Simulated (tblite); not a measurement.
# Saddle-point search of C$_{5}$H$_{11}$BSi

System: C$_{5}$H$_{11}$BSi, SMILES B[C@@]1(C=C)[SiH2][C@H]1C.
Method: GFN2-xTB saddle search (eigenvector following) and harmonic vibrations, gas phase (tblite 0.8.0).

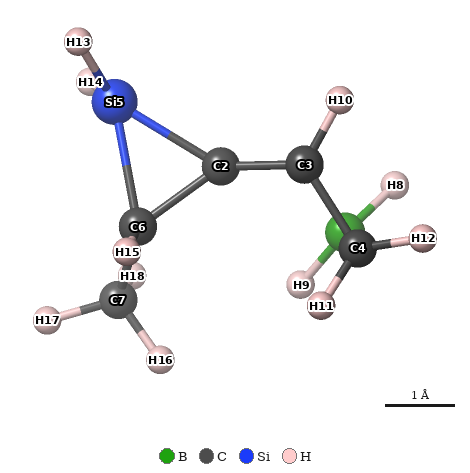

Fig. 1: The input geometry (ball-and-stick view, seen at a tilt; atoms are numbered from 1 in the order of the input). Bond lengths as drawn: B–C 1.60 Å, B–H 1.17 Å, C–C 1.35 to 1.51 Å, C–H 1.08 to 1.09 Å, C–Si 1.85 to 1.91 Å and H–Si 1.45 Å.

Input file:
```
{"job": {"xc": "GFN2-xTB", "basis": "xTB", "kind": "saddle"}, "charge": 0, "multiplicity": 1}
B      1.408776    -1.294657     0.062500
C      0.246188     0.526813    -0.487567
C      1.532650     0.517410    -0.064235
C      1.930348    -0.226008     1.139911
Si    -0.988792     1.322721    -1.619338
C     -1.108394     0.654676     0.166290
C     -1.965179    -0.553066     0.470163
H      2.122075    -1.725849    -0.765094
H      0.423311    -1.870926     0.302201
H      2.312889     0.832358    -0.747609
H      1.299221    -0.082910     2.008229
H      2.979913    -0.140807     1.388042
H     -0.943456     2.756475    -1.853747
H     -1.597690     0.509881    -2.657580
H     -1.097228     1.344261     1.010063
H     -1.613263    -1.063557     1.366569
H     -2.997598    -0.246985     0.636978
H     -1.943771    -1.259830    -0.355777
```

The first line tells a small driver script what to run in tblite; the rest is the geometry in Å.

Machine: 1 CPU thread, shared host.

Run as:
```bash
OMP_NUM_THREADS=1 python <driver script> task.json out
```

Output:
```
step      E/eV     max force
  0    -521.64508   0.0328
  1    -521.64720   0.0404
  2    -521.64733   0.0059
  3    -521.64734   0.0014
lowest wavenumbers (cm-1): -103.0 101.1 156.3 193.3 237.6 252.5
```

Trajectory as extended XYZ (Å, eV, eV/Å), 4 frames, from step=0 to step=3:
```
18
Properties=species:S:1:pos:R:3:forces:R:3 step=0 energy=-521.64508
B     1.4088   -1.2947    0.0625   -0.0010  -0.0070  -0.0030
C     0.2462    0.5268   -0.4876   -0.0320   0.0010   0.0070
C     1.5327    0.5174   -0.0642   -0.0150  -0.0010  -0.0220
C     1.9303   -0.2260    1.1399    0.0070  -0.0050  -0.0080
Si   -0.9888    1.3227   -1.6193    0.0120   0.0050  -0.0080
C    -1.1084    0.6547    0.1663   -0.0210  -0.0110   0.0050
C    -1.9652   -0.5531    0.4702   -0.0060  -0.0130   0.0000
H     2.1221   -1.7258   -0.7651    0.0180  -0.0070   0.0000
H     0.4233   -1.8709    0.3022   -0.0150   0.0110   0.0170
H     2.3129    0.8324   -0.7476    0.0130   0.0080   0.0020
H     1.2992   -0.0829    2.0082   -0.0050   0.0030  -0.0090
H     2.9799   -0.1408    1.3880    0.0140   0.0070   0.0130
H    -0.9435    2.7565   -1.8537    0.0160   0.0030  -0.0090
H    -1.5977    0.5099   -2.6576   -0.0010   0.0140   0.0190
H    -1.0972    1.3443    1.0101    0.0110  -0.0060   0.0000
H    -1.6133   -1.0636    1.3666    0.0030   0.0030  -0.0020
H    -2.9976   -0.2470    0.6370    0.0030  -0.0070   0.0020
H    -1.9438   -1.2598   -0.3558   -0.0030   0.0020  -0.0030
18
Properties=species:S:1:pos:R:3:forces:R:3 step=1 energy=-521.64720
B     1.4060   -1.2853    0.0840   -0.0090  -0.0070   0.0000
C     0.2404    0.4837   -0.4969    0.0100   0.0100   0.0120
C     1.5322    0.5166   -0.0798   -0.0200  -0.0070   0.0000
C     1.9463   -0.1943    1.1359   -0.0090   0.0040  -0.0160
Si   -0.9843    1.3238   -1.6069   -0.0050   0.0020  -0.0190
C    -1.1031    0.6349    0.1740    0.0020  -0.0060   0.0070
C    -1.9819   -0.5660    0.4443    0.0080   0.0000   0.0040
H     2.1105   -1.7439   -0.7377   -0.0040   0.0030   0.0080
H     0.4282   -1.8576    0.3674    0.0170   0.0100  -0.0040
H     2.3030    0.8285   -0.7757   -0.0020  -0.0030   0.0040
H     1.3219   -0.0366    2.0066    0.0020  -0.0010  -0.0050
H     2.9981   -0.1020    1.3732   -0.0030   0.0000  -0.0020
H    -0.8684    2.7562   -1.8381   -0.0030  -0.0330   0.0030
H    -1.6595    0.5485   -2.6341    0.0180   0.0240   0.0270
H    -1.0712    1.2992    1.0377   -0.0040  -0.0140  -0.0170
H    -1.6363   -1.1070    1.3257   -0.0060   0.0090  -0.0150
H    -3.0091   -0.2487    0.6219    0.0050  -0.0030   0.0010
H    -1.9726   -1.2500   -0.4015    0.0020   0.0120   0.0130
18
Properties=species:S:1:pos:R:3:forces:R:3 step=2 energy=-521.64733
B     1.4026   -1.2816    0.0782   -0.0040  -0.0030  -0.0020
C     0.2414    0.4851   -0.4947    0.0050  -0.0030   0.0010
C     1.5326    0.5188   -0.0764   -0.0030   0.0020  -0.0020
C     1.9450   -0.1966    1.1359    0.0010   0.0010   0.0030
Si   -0.9821    1.3209   -1.6082    0.0000   0.0010   0.0010
C    -1.1035    0.6350    0.1733   -0.0010   0.0010  -0.0020
C    -1.9808   -0.5653    0.4478   -0.0010   0.0000   0.0000
H     2.1069   -1.7382   -0.7443    0.0000   0.0000   0.0000
H     0.4262   -1.8547    0.3615    0.0020   0.0000   0.0000
H     2.3039    0.8325   -0.7707    0.0000   0.0000   0.0000
H     1.3202   -0.0427    2.0067   -0.0010   0.0000   0.0010
H     2.9968   -0.1076    1.3742    0.0000   0.0000   0.0010
H    -0.8712    2.7516   -1.8413    0.0010   0.0010   0.0000
H    -1.6503    0.5438   -2.6358   -0.0030  -0.0010  -0.0020
H    -1.0743    1.3024    1.0338    0.0000   0.0020   0.0030
H    -1.6340   -1.1035    1.3298    0.0000  -0.0010   0.0010
H    -3.0079   -0.2486    0.6258    0.0000   0.0000   0.0000
H    -1.9717   -1.2512   -0.3959    0.0000   0.0000  -0.0010
18
Properties=species:S:1:pos:R:3:forces:R:3 step=3 energy=-521.64734
B     1.4035   -1.2826    0.0796    0.0000   0.0000   0.0000
C     0.2411    0.4844   -0.4953    0.0000   0.0000   0.0000
C     1.5323    0.5182   -0.0774    0.0000   0.0000   0.0000
C     1.9449   -0.1958    1.1358    0.0000   0.0000   0.0000
Si   -0.9825    1.3214   -1.6079    0.0000   0.0000  -0.0010
C    -1.1033    0.6349    0.1735    0.0000   0.0000   0.0000
C    -1.9809   -0.5655    0.4470    0.0000   0.0000   0.0000
H     2.1083   -1.7396   -0.7423    0.0000   0.0000   0.0000
H     0.4273   -1.8557    0.3630    0.0000   0.0000   0.0000
H     2.3035    0.8313   -0.7721    0.0000   0.0000   0.0000
H     1.3199   -0.0410    2.0064    0.0000   0.0000   0.0000
H     2.9966   -0.1057    1.3743    0.0000   0.0000   0.0000
H    -0.8692    2.7521   -1.8407    0.0000  -0.0010   0.0000
H    -1.6536    0.5459   -2.6350    0.0000   0.0010   0.0010
H    -1.0735    1.3015    1.0347    0.0000   0.0000   0.0000
H    -1.6340   -1.1047    1.3283    0.0000   0.0000   0.0000
H    -3.0079   -0.2487    0.6256    0.0000   0.0000   0.0000
H    -1.9723   -1.2505   -0.3975    0.0000   0.0000   0.0000
```

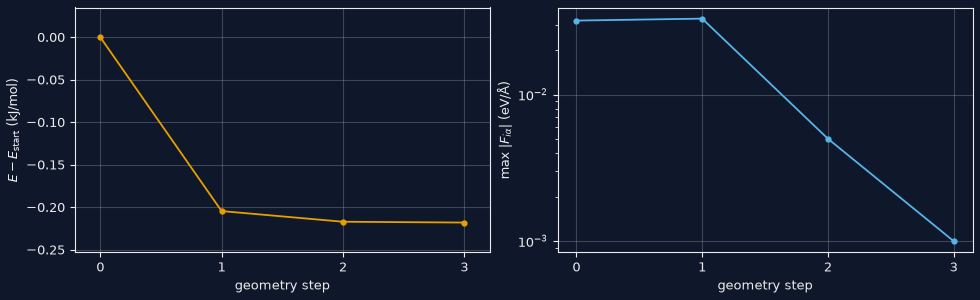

Fig. 2: Progress of the saddle-point search, step by step (steps are counted from 0).

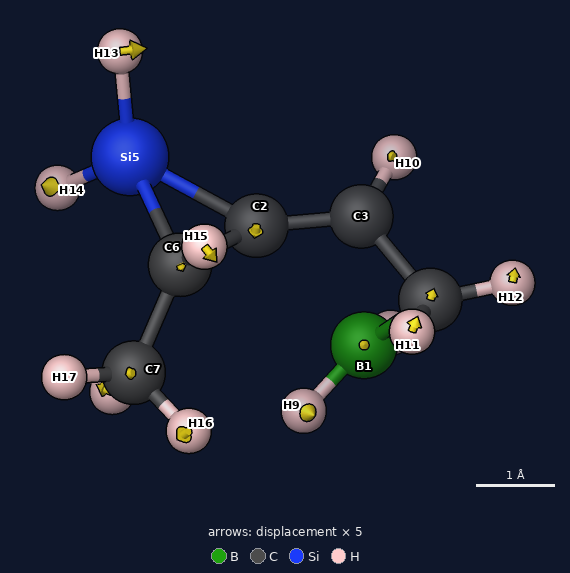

Fig. 3: The starting structure with the displacements as yellow arrows, magnified 5 times (ball-and-stick view, seen at a tilt). The two geometries are laid on each other by the best rigid fit. After 3 geometry steps the energy has fallen by 0.22 kJ/mol. Largest force component: 0.032 eV/Å at the start, 0.001 eV/Å at the end. H13 moves most after the best rigid fit: 0.076 Å. By element the largest moves are H 0.076 Å, C 0.043 Å, B 0.022 Å, Si 0.013 Å. Among the contacts that change: B1–C4 1.605 → 1.609 Å. Among the angles that change: C3–C2–Si5 145.7° → 143.3°. (Atoms are counted from 1 in the order of the input.)

Results in brief:

| quantity | value |
| --- | --- |
| outcome | converged |
| total energy | −521.6473 eV |
| point group | C1 |
| wall time | 3.9 s |
| peak memory | 0.19 GiB |
